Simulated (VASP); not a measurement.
# TiGe2Au: the relaxed cell at several levels, part 2 of 3

Wanted: equilibrium cells of TiGe2Au at many levels, with their cost. The cell is invented: it takes the structure of COD entry 1509562, Ti3Ag (space group 123 there), with some of its atoms replaced by other elements, volume scaled by an estimate. It may not be a known or stable phase. LASPH is on for some levels and off for others; the table marks which.

VASP 6.6.1, plane waves and PAW; the level of theory is named at each step.

Still holding for the runs below: This run has no spin polarisation. Its electron count is odd, so without a moment it is a metal by construction. The k-mesh is coarse for a metal.

So far. Step 2 (Relaxation with PBE): It ends with forces that vanish by symmetry and a pressure of 0.03 GPa. The conventional cell has a = 4.279 and c = 3.678 Å.

## (3) Relaxation with LDA

This step: LDA; plane waves and PAW (Au, Ge_d, Ti_sv); invented cell (VASP 6.6.1).

LDA, the lowest rung, knows the local density alone.

INCAR

```
SYSTEM = TiGe2Au
PREC = Accurate
ENCUT = 520
EDIFF = 1E-06
NELM = 100
ISMEAR = -1
SIGMA = 0.05
LREAL = .FALSE.
ALGO = Normal
GGA = CA
LORBIT = 11
LWAVE = .FALSE.
LCHARG = .FALSE.
KPAR = 2
IBRION = 2
NSW = 60
ISIF = 3
EDIFFG = -0.01
```

POSCAR

```
TiGe2Au
1.0
    4.0823900000      0.0000000000      0.0000000000
    0.0000000000      4.0823900000      0.0000000000
    0.0000000000      0.0000000000      3.8513110000
Au Ge Ti
1 2 1
Direct
    0.0000000000      0.0000000000      0.0000000000
    0.0000000000      0.5000000000      0.5000000000
    0.5000000000      0.0000000000      0.5000000000
    0.5000000000      0.5000000000      0.0000000000
```

KPOINTS

```
Automatic mesh
0
Gamma
7 7 7
0 0 0
```

The projector-augmented-wave data sets are Au, Ge_d and Ti_sv (PBE family, release 64).

The run is started by

```
$ mpirun -np 2 vasp_std
```

Output:

```text
[banner, memory and clock lines left out]
running    2 mpi-ranks, on    1 nodes
 distrk:  each k-point on    1 cores,    2 groups
 distr:  one band on    1 cores,    1 groups

 POSCAR found type information on POSCAR AuGeTi
 POSCAR found :  3 types and       4 ions
|                                                                             |
|               ----> ADVICE to this user running VASP <----                  |
|                                                                             |
|     You enforced a specific xc type in the INCAR file but a different       |
|     [... a line on the potential file left out ...]
|     I HOPE YOU KNOW WHAT YOU ARE DOING!                                     |
|                                                                             |

 LDA part: xc-table for (Slater(with rela. corr.)+CA(PZ))
 , standard interpolation
 POSCAR, INCAR and KPOINTS ok, starting setup
 FFT: planning ... GRIDC
 FFT: planning ... GRID_SOFT
 FFT: planning ... GRID
 WAVECAR not read
 entering main loop
       N       E                     dE             d eps       ncg     rms          rms(c)
DAV:   1     0.525435739338E+03    0.52544E+03   -0.24915E+04  2924   0.413E+03
DAV:   2     0.584231491072E+02   -0.46701E+03   -0.45493E+03  2416   0.852E+02
DAV:   3    -0.217142249951E+02   -0.80137E+02   -0.78601E+02  3334   0.217E+02
DAV:   4    -0.274971050651E+02   -0.57829E+01   -0.56983E+01  3464   0.569E+01
DAV:   5    -0.277434117052E+02   -0.24631E+00   -0.24615E+00  3082   0.106E+01    0.147E+01
DAV:   6    -0.254449261186E+02    0.22985E+01   -0.29904E+01  3266   0.310E+01    0.848E+00
DAV:   7    -0.249996778556E+02    0.44525E+00   -0.16389E+01  3000   0.218E+01    0.771E+00
DAV:   8    -0.246136136532E+02    0.38606E+00   -0.11276E+00  2576   0.688E+00    0.355E+00
DAV:   9    -0.245921049775E+02    0.21509E-01   -0.10051E+00  3362   0.461E+00    0.153E+00
DAV:  10    -0.245620301977E+02    0.30075E-01   -0.11233E-01  2898   0.213E+00    0.648E-01
DAV:  11    -0.245599460515E+02    0.20841E-02   -0.78915E-03  3312   0.755E-01    0.371E-01
DAV:  12    -0.245579467329E+02    0.19993E-02   -0.10464E-02  3224   0.528E-01    0.308E-02
DAV:  13    -0.245579672222E+02   -0.20489E-04   -0.29372E-04  3104   0.115E-01    0.166E-02
DAV:  14    -0.245579661610E+02    0.10612E-05   -0.16660E-05  3080   0.211E-02    0.572E-03
DAV:  15    -0.245579661756E+02   -0.14544E-07   -0.98024E-07  1722   0.722E-03
   1 F= -.24557966E+02 E0= -.24547733E+02  d E =-.245580E+02
 curvature:   0.00 expect dE= 0.000E+00 dE for cont linesearch  0.000E+00
 trial: gam= 0.00000 g(F)=  0.000E+00 g(S)=  0.136E+00 ort = 0.000E+00 (trialstep = 0.100E+01)
 search vector abs. value=  0.136E+00
 bond charge predicted
       N       E                     dE             d eps       ncg     rms          rms(c)
DAV:   1    -0.255650124600E+02   -0.10070E+01   -0.24081E+01  2676   0.514E+01    0.639E+00
DAV:   2    -0.249199877957E+02    0.64502E+00   -0.24761E+00  3042   0.157E+01    0.324E+00
DAV:   3    -0.247662708293E+02    0.15372E+00   -0.90055E-01  3692   0.694E+00    0.269E+00
DAV:   4    -0.246614530355E+02    0.10482E+00   -0.44502E-01  3598   0.462E+00    0.732E-01
DAV:   5    -0.246539364607E+02    0.75166E-02   -0.41086E-02  3426   0.161E+00    0.355E-01
DAV:   6    -0.246539350570E+02    0.14037E-05   -0.70552E-03  3358   0.907E-01    0.131E-01
DAV:   7    -0.246538961900E+02    0.38867E-04   -0.10641E-03  3136   0.282E-01    0.356E-02
DAV:   8    -0.246538743993E+02    0.21791E-04   -0.20401E-04  3120   0.192E-01    0.279E-02
DAV:   9    -0.246538729272E+02    0.14720E-05   -0.14427E-05  3070   0.366E-02    0.737E-03
DAV:  10    -0.246538726768E+02    0.25047E-06   -0.22514E-06  2058   0.161E-02
   2 F= -.24653873E+02 E0= -.24645358E+02  d E =-.959065E-01
[...]
3 F= -.24666044E+02 E0= -.24657332E+02  d E =-.108078E+00
[...]
4 F= -.24689587E+02 E0= -.24679573E+02  d E =-.235428E-01
[...]
5 F= -.24694234E+02 E0= -.24684458E+02  d E =-.281897E-01
[...]
6 F= -.24694648E+02 E0= -.24684830E+02  d E =-.413646E-03
[...]
7 F= -.24694589E+02 E0= -.24684758E+02  d E =-.355109E-03
[...]
8 F= -.24694635E+02 E0= -.24684810E+02  d E =-.400548E-03
 curvature:  -0.64 expect dE=-0.734E-04 dE for cont linesearch -0.199E-04
 ZBRENT: bisectioning
 opt :   1.1401  next Energy=   -24.694658 (dE=-0.424E-03)
 bond charge predicted
       N       E                     dE             d eps       ncg     rms          rms(c)
DAV:   1    -0.246947520680E+02   -0.11750E-03   -0.29545E-03  2658   0.575E-01    0.696E-02
DAV:   2    -0.246946785117E+02    0.73556E-04   -0.30387E-04  3052   0.193E-01    0.352E-02
DAV:   3    -0.246946613350E+02    0.17177E-04   -0.12787E-04  3428   0.845E-02    0.317E-02
DAV:   4    -0.246946469783E+02    0.14357E-04   -0.60194E-05  3584   0.553E-02    0.812E-03
DAV:   5    -0.246946460857E+02    0.89254E-06   -0.52662E-06  2670   0.172E-02
   9 F= -.24694646E+02 E0= -.24684826E+02  d E =-.412102E-03
 curvature:  -0.75 expect dE=-0.418E-05 dE for cont linesearch -0.174E-08
 trial: gam=-0.04466 g(F)=  0.145E-62 g(S)=  0.558E-05 ort =-0.172E-05 (trialstep = 0.105E+01)
 search vector abs. value=  0.827E-05
 reached required accuracy - stopping structural energy minimisation
```

Wall time 2 min (2 MPI ranks of AMD EPYC 9R14 (Zen 4), shared host); peak memory 0.37 GiB; 4 min of CPU time.

From OUTCAR (step 3):

```text
The static configuration has the point symmetry D_4h.

 Found     40 irreducible k-points:

   NELECT =      51.0000    total number of electrons

 E-fermi :   9.5129

 k-point     1 :       0.0000    0.0000    0.0000
  band No.  band energies     occupation
    ...
     21       5.9034      2.00000
     22       5.9034      2.00000
     23       6.7919      2.00000
     24       7.1537      2.00000
     25       8.5840      2.00000
     26      10.1758      0.00000
     27      10.1758      0.00000
     28      10.9025      0.00000
     29      11.4147      0.00000
     30      12.9481      0.00000

 k-point     2 :       0.1429    0.0000    0.0000
  band No.  band energies     occupation
    ...
     21       4.9088      2.00000
     22       6.0406      2.00000
     23       6.9620      2.00000
     24       8.1666      2.00000
     25       8.4634      2.00000
     26      10.1492      0.00001
     27      10.4639      0.00000
     28      10.6894      0.00000
     29      11.0592      0.00000
     30      12.0541      0.00000

  Total       -0.0148087     -0.0148087     -0.0049161      0.0000000     -0.0000000      0.0000000
  in kB       -0.3774566     -0.3774566     -0.1253047      0.0000000     -0.0000000      0.0000000
  external PRESSURE =      -0.2934060 kB  Pullay stress =       0.0000000 kB

  energy-cutoff  :      520.00
  volume of cell :       62.86
      direct lattice vectors                 reciprocal lattice vectors
     4.194531545  0.000000000  0.000000000     0.238405645  0.000000000  0.000000000
     0.000000000  4.194531545 -0.000000000     0.000000000  0.238405645 -0.000000000
     0.000000000  0.000000000  3.572685971     0.000000000  0.000000000  0.279901455

 POSITION                                       TOTAL-FORCE (eV/Angst)
 -----------------------------------------------------------------------------------
      0.00000      0.00000      0.00000         0.000000      0.000000      0.000000
      0.00000      2.09727      1.78634         0.000000      0.000000      0.000000
      2.09727      0.00000      1.78634         0.000000      0.000000      0.000000
      2.09727      2.09727     -0.00000         0.000000     -0.000000      0.000000
 -----------------------------------------------------------------------------------
    total drift:                                0.000000      0.000000     -0.000000

  FREE ENERGIE OF THE ION-ELECTRON SYSTEM (eV)
  ---------------------------------------------------
  free  energy   TOTEN  =       -24.6946460857 eV

  energy  without entropy=      -24.6750057823  energy(sigma->0) =      -24.68482593

 total charge
# of ion       s       p       d       tot
------------------------------------------
    1        0.668   0.485   8.671   9.824
    2        1.181   1.134  10.061  12.376
    3        1.181   1.134  10.061  12.376
    4        2.146   6.098   2.032  10.276
--------------------------------------------------
tot          5.176   8.852  30.823  44.852

[... 8 parts as in an earlier step ...]

[... 5 further parts left out ...]
```

CONTCAR:

```
TiGe2Au
   1.00000000000000
     4.1945315454157148    0.0000000000000000    0.0000000000000000
     0.0000000000000000    4.1945315454157148   -0.0000000000000000
     0.0000000000000000    0.0000000000000000    3.5726859714938919
  Au              Ge              Ti
     1     2     1
Direct
     0.0000000000000000    0.0000000000000000    0.0000000000000000
     0.0000000000000000    0.5000000000000000    0.5000000000000000
     0.5000000000000000    0.0000000000000000    0.5000000000000000
     0.5000000000000000    0.5000000000000000    0.0000000000000000
```

The PAW data sets were made with PBE, though LDA sets exist; this is a small mismatch.

The steps of the relaxation:

| step | energy less that of the first step (eV) | largest force (eV/Å) | pressure (GPa) | volume (Å³) |
| --- | --- | --- | --- | --- |
| 1 | 0.0000 | 0.0000 | -1.94 | 64.19 |
| 2 | -0.0959 | 0.0000 | 1.49 | 62.36 |
| 3 | -0.1081 | 0.0000 | 3.36 | 61.54 |
| 4 | -0.1316 | 0.0000 | -1.74 | 63.68 |
| 5 | -0.1363 | 0.0000 | -0.32 | 63.03 |
| 6 | -0.1367 | 0.0000 | -0.21 | 62.88 |
| 7 | -0.1366 | 0.0000 | 0.06 | 62.81 |
| 8 | -0.1367 | 0.0000 | 0.14 | 62.84 |
| 9 | -0.1367 | 0.0000 | -0.03 | 62.86 |

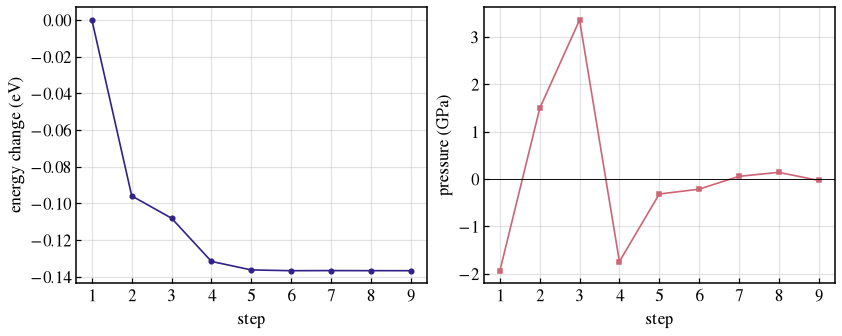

Energy and pressure along the relaxation.

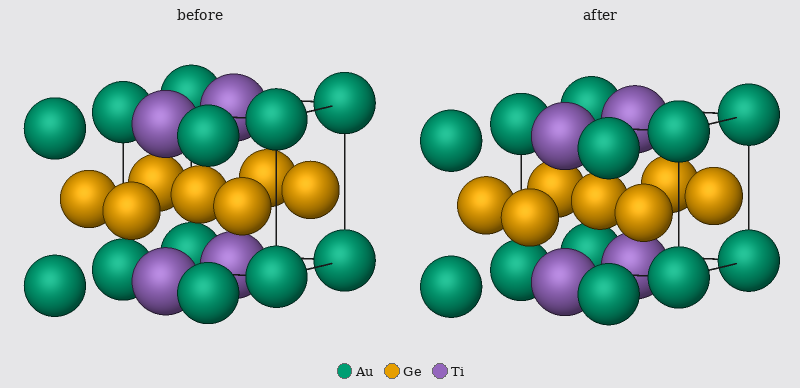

The structure before and after the relaxation, drawn at the same scale.

| conventional cell, symmetrised | before | after | change |
| --- | --- | --- | --- |
| a (Å) | 4.082 | 4.195 | +2.7 % |
| b (Å) | 4.082 | 4.195 | +2.7 % |
| c (Å) | 3.851 | 3.573 | -7.2 % |
| volume (Å³/atom) | 16.05 | 15.71 | -2.1 % |

Final coordinates:

```xyz
4
Lattice="4.1945 0.0000 0.0000 0.0000 4.1945 0.0000 0.0000 0.0000 3.5727" Properties=species:S:1:pos:R:3 pbc="T T T"
Au    0.0000    0.0000    0.0000
Ge    0.0000    2.0973    1.7863
Ge    2.0973    0.0000    1.7863
Ti    2.0973    2.0973    0.0000
```

Numbers from this step:

```
free energy (TOTEN)             : -24.69 eV
energy at zero smearing         : -24.68 eV
Fermi energy                    : 9.513 eV
pressure                        : -0.02934 GPa
SCF cycles over all ionic steps : 78
```

It ends at 15.71 Å³/atom, -2.1 % from the start, with -0.03 GPa left. The conventional cell has a = 4.195 and c = 3.573 Å.

## (4) Relaxation with PBEsol

This step: PBEsol; plane waves and PAW (Au, Ge_d, Ti_sv); invented cell (VASP 6.6.1).

PBEsol restores the gradient expansion of exchange and is tuned for the cells of solids.

INCAR: that of step 3 with these lines changed.

```diff
@@ -9,3 +9,3 @@
 ALGO = Normal
-GGA = CA
+GGA = PS
 LORBIT = 11
```

POSCAR is that of step 3.

KPOINTS is that of step 3.

The run is started by

```
$ mpirun -np 2 vasp_std
```

Output:

```text
[banner, memory and clock lines left out]
running    2 mpi-ranks, on    1 nodes
[...]
[... a notice as in an earlier step ...]

 LDA part: xc-table for (Slater+PW92), standard interpolation
 POSCAR, INCAR and KPOINTS ok, starting setup
[...]
entering main loop
       N       E                     dE             d eps       ncg     rms          rms(c)
DAV:   1     0.526628483929E+03    0.52663E+03   -0.24931E+04  2924   0.414E+03
DAV:   2     0.595982944270E+02   -0.46703E+03   -0.45479E+03  2416   0.853E+02
DAV:   3    -0.201705174841E+02   -0.79769E+02   -0.78279E+02  3332   0.217E+02
DAV:   4    -0.259579194848E+02   -0.57874E+01   -0.57069E+01  3434   0.568E+01
[...]
DAV:  13    -0.231910916803E+02   -0.16108E-04   -0.22685E-04  3032   0.107E-01    0.150E-02
DAV:  14    -0.231910925704E+02   -0.89012E-06   -0.13484E-05  2902   0.193E-02    0.460E-03
DAV:  15    -0.231910930894E+02   -0.51894E-06   -0.58122E-07  1632   0.708E-03
   1 F= -.23191093E+02 E0= -.23180918E+02  d E =-.231911E+02
[... from here on, the cycles between the ionic steps are left out ...]
   2 F= -.23275217E+02 E0= -.23266597E+02  d E =-.841238E-01
   3 F= -.23292899E+02 E0= -.23283672E+02  d E =-.101806E+00
   4 F= -.23305082E+02 E0= -.23295322E+02  d E =-.121834E-01
   5 F= -.23310901E+02 E0= -.23301217E+02  d E =-.180019E-01
   6 F= -.23311836E+02 E0= -.23302029E+02  d E =-.935720E-03
   7 F= -.23311811E+02 E0= -.23301943E+02  d E =-.910697E-03
   8 F= -.23311916E+02 E0= -.23302070E+02  d E =-.101539E-02
[...]
reached required accuracy - stopping structural energy minimisation
```

Wall time 1.9 min (2 MPI ranks); peak memory 0.4 GiB; 3.9 min of CPU time.

From OUTCAR (step 4):

```text
  Total       -0.0283605     -0.0283605     -0.0202187      0.0000000      0.0000000      0.0000000
  in kB       -0.7055973     -0.7055973     -0.5030320      0.0000000      0.0000000      0.0000000
  external PRESSURE =      -0.6380755 kB  Pullay stress =       0.0000000 kB

 POSITION                                       TOTAL-FORCE (eV/Angst)
 -----------------------------------------------------------------------------------
      0.00000      0.00000      0.00000         0.000000      0.000000      0.000000
      0.00000      2.11180      1.80499         0.000000      0.000000      0.000000
      2.11180      0.00000      1.80499         0.000000      0.000000      0.000000
      2.11180      2.11180      0.00000         0.000000     -0.000000      0.000000
 -----------------------------------------------------------------------------------
    total drift:                                0.000000      0.000000     -0.000000

  FREE ENERGIE OF THE ION-ELECTRON SYSTEM (eV)
  ---------------------------------------------------
  free  energy   TOTEN  =       -23.3119160700 eV

  energy  without entropy=      -23.2922245011  energy(sigma->0) =      -23.30207029

[... 2 parts as in an earlier step ...]

[... 2 further parts left out ...]
[key lines of the parts left out:]
E-fermi :   9.3579
```

The PAW data sets were made with PBE, which is usual practice but a small mismatch for other functionals.

Step by step:

| step | energy less that of the first step (eV) | largest force (eV/Å) | pressure (GPa) | volume (Å³) |
| --- | --- | --- | --- | --- |
| 1 | 0.0000 | 0.0000 | 1.14 | 64.19 |
| 2 | -0.0841 | 0.0000 | -1.38 | 65.21 |
| 3 | -0.1018 | 0.0000 | -2.59 | 65.78 |
| 4 | -0.1140 | 0.0000 | 2.13 | 63.36 |
| 5 | -0.1198 | 0.0000 | 0.35 | 64.23 |
| 6 | -0.1207 | 0.0000 | 0.18 | 64.34 |
| 7 | -0.1207 | 0.0000 | -0.05 | 64.44 |
| 8 | -0.1208 | 0.0000 | -0.06 | 64.40 |

| conventional cell, symmetrised | before | after | change |
| --- | --- | --- | --- |
| a (Å) | 4.082 | 4.224 | +3.5 % |
| b (Å) | 4.082 | 4.224 | +3.5 % |
| c (Å) | 3.851 | 3.610 | -6.3 % |
| volume (Å³/atom) | 16.05 | 16.10 | +0.3 % |

Final coordinates:

```xyz
4
Lattice="4.2236 0.0000 0.0000 0.0000 4.2236 0.0000 0.0000 0.0000 3.6100" Properties=species:S:1:pos:R:3 pbc="T T T"
Au    0.0000    0.0000    0.0000
Ge    0.0000    2.1118    1.8050
Ge    2.1118    0.0000    1.8050
Ti    2.1118    2.1118    0.0000
```

It ends at 16.10 Å³/atom, +0.3 % from the start, with -0.06 GPa left. The conventional cell has a = 4.224 and c = 3.610 Å.

## (5) Relaxation with r2SCAN

This step: r2SCAN; plane waves and PAW (Au, Ge_d, Ti_sv); invented cell (VASP 6.6.1).

r2SCAN adds the kinetic-energy density, costs more than a GGA and is run with LASPH.

INCAR: that of step 4 with these lines changed.

```diff
@@ -9,3 +9,4 @@
 ALGO = Normal
-GGA = PS
+METAGGA = R2SCAN
+LASPH = .TRUE.
 LORBIT = 11
```

POSCAR is that of step 4.

KPOINTS is that of step 4.

The run is started by

```
$ mpirun -np 2 vasp_std
```

Output:

```text
[banner, memory and clock lines left out]
running    2 mpi-ranks, on    1 nodes
[...]
[... a notice as in an earlier step ...]

 LDA part: xc-table for (None), standard interpolation
 POSCAR, INCAR and KPOINTS ok, starting setup
[...]
entering main loop
       N       E                     dE             d eps       ncg     rms          rms(c)
DAV:   1     0.469312555797E+03    0.46931E+03   -0.25587E+04  2932   0.426E+03
DAV:   2    -0.146604085168E+02   -0.48397E+03   -0.47157E+03  2424   0.881E+02
DAV:   3    -0.972027209390E+02   -0.82542E+02   -0.81053E+02  3330   0.223E+02
DAV:   4    -0.103580999086E+03   -0.63783E+01   -0.62956E+01  3550   0.594E+01
[...]
DAV:  15    -0.918341258290E+02    0.28587E-05   -0.60961E-06  2874   0.188E-02    0.358E-03
DAV:  16    -0.918341275800E+02   -0.17510E-05   -0.34310E-07  1332   0.489E-03    0.114E-03
DAV:  17    -0.918341280420E+02   -0.46199E-06   -0.10913E-07  1308   0.337E-03
   1 F= -.91834128E+02 E0= -.91824221E+02  d E =-.918341E+02
[... from here on, the cycles between the ionic steps are left out ...]
   2 F= -.91916239E+02 E0= -.91907491E+02  d E =-.821112E-01
   3 F= -.91918268E+02 E0= -.91909353E+02  d E =-.841397E-01
   4 F= -.91962973E+02 E0= -.91954473E+02  d E =-.447056E-01
   5 F= -.91964956E+02 E0= -.91956114E+02  d E =-.466878E-01
   6 F= -.91964994E+02 E0= -.91956096E+02  d E =-.467263E-01
   7 F= -.91964984E+02 E0= -.91956039E+02  d E =-.467164E-01
   8 F= -.91965005E+02 E0= -.91956101E+02  d E =-.208977E-04
 trial-energy change:   -0.000021  1 .order   -0.000031   -0.000048   -0.000014
 step:   1.4489(harm=  1.4489)  dis= 0.00000  next Energy=   -91.965018 (dE=-0.337E-04)
 reached required accuracy - stopping structural energy minimisation
```

Wall time 9.6 min (2 MPI ranks); peak memory 0.42 GiB.

Parts of OUTCAR (step 5):

```text
  Total       -0.0105910     -0.0105910      0.0197073      0.0000000      0.0000000      0.0000000
  in kB       -0.2578890     -0.2578890      0.4798692      0.0000000      0.0000000      0.0000000
  external PRESSURE =      -0.0119696 kB  Pullay stress =       0.0000000 kB

 POSITION                                       TOTAL-FORCE (eV/Angst)
 -----------------------------------------------------------------------------------
      0.00000      4.24039      3.65936         0.000000     -0.000000      0.000000
      0.00000      2.12019      1.82968         0.000000     -0.000000      0.000000
      2.12019      4.24039      1.82968         0.000000     -0.000000      0.000000
      2.12019      2.12019     -0.00000         0.000000      0.000000      0.000000
 -----------------------------------------------------------------------------------
    total drift:                                0.000000      0.000000     -0.000000

  FREE ENERGIE OF THE ION-ELECTRON SYSTEM (eV)
  ---------------------------------------------------
  free  energy   TOTEN  =       -91.9650050085 eV

  energy  without entropy=      -91.9471963437  energy(sigma->0) =      -91.95610068

[... 2 parts as in an earlier step ...]

[... 2 further parts left out ...]
[key lines of the parts left out:]
E-fermi :   9.1954
```

Step by step:

| step | energy less that of the first step (eV) | largest force (eV/Å) | pressure (GPa) | volume (Å³) |
| --- | --- | --- | --- | --- |
| 1 | 0.0000 | 0.0000 | 3.95 | 64.19 |
| 2 | -0.0821 | 0.0000 | -3.41 | 67.89 |
| 3 | -0.0841 | 0.0000 | -2.52 | 67.36 |
| 4 | -0.1288 | 0.0000 | -0.67 | 66.20 |
| 5 | -0.1308 | 0.0000 | -0.16 | 65.93 |
| 6 | -0.1309 | 0.0000 | -0.11 | 65.89 |
| 7 | -0.1309 | 0.0000 | -0.06 | 65.86 |
| 8 | -0.1309 | 0.0000 | 0.00 | 65.80 |

| conventional cell, symmetrised | before | after | change |
| --- | --- | --- | --- |
| a (Å) | 4.082 | 4.240 | +3.9 % |
| b (Å) | 4.082 | 4.240 | +3.9 % |
| c (Å) | 3.851 | 3.659 | -5.0 % |
| volume (Å³/atom) | 16.05 | 16.45 | +2.5 % |

Final coordinates:

```cif
data_structure
_symmetry_space_group_name_H-M 'P 1'
_symmetry_Int_Tables_number 1
_cell_length_a 4.2404
_cell_length_b 4.2404
_cell_length_c 3.6594
_cell_angle_alpha 90.000
_cell_angle_beta 90.000
_cell_angle_gamma 90.000
_cell_volume 65.80
loop_
_atom_site_label
_atom_site_type_symbol
_atom_site_fract_x
_atom_site_fract_y
_atom_site_fract_z
_atom_site_occupancy
Au1 Au 0.00000 0.00000 0.00000 1
Ge2 Ge 0.00000 0.50000 0.50000 1
Ge3 Ge 0.50000 0.00000 0.50000 1
Ti4 Ti 0.50000 0.50000 0.00000 1
```

It ends at 16.45 Å³/atom, +2.5 % from the start, with 0.00 GPa left. The conventional cell has a = 4.240 and c = 3.659 Å.

(Continued in part 3 of 3.)

[Lines on the potential files, build, host, timing and source positions are cut from VASP's logs without a mark.]

[Logs are printed without paths, hosts, clocks, repeated set-up lines and the standing remarks that a program may print on its own settings, such as how far it seeks lower states.]

[Hosts, paths, dates, database ids (printed as entryN), source tags and the programs' standing remarks are cut or masked in the printed files.]

[A measured line is paired with the nearest computed mode of its activity, which favours agreement.]
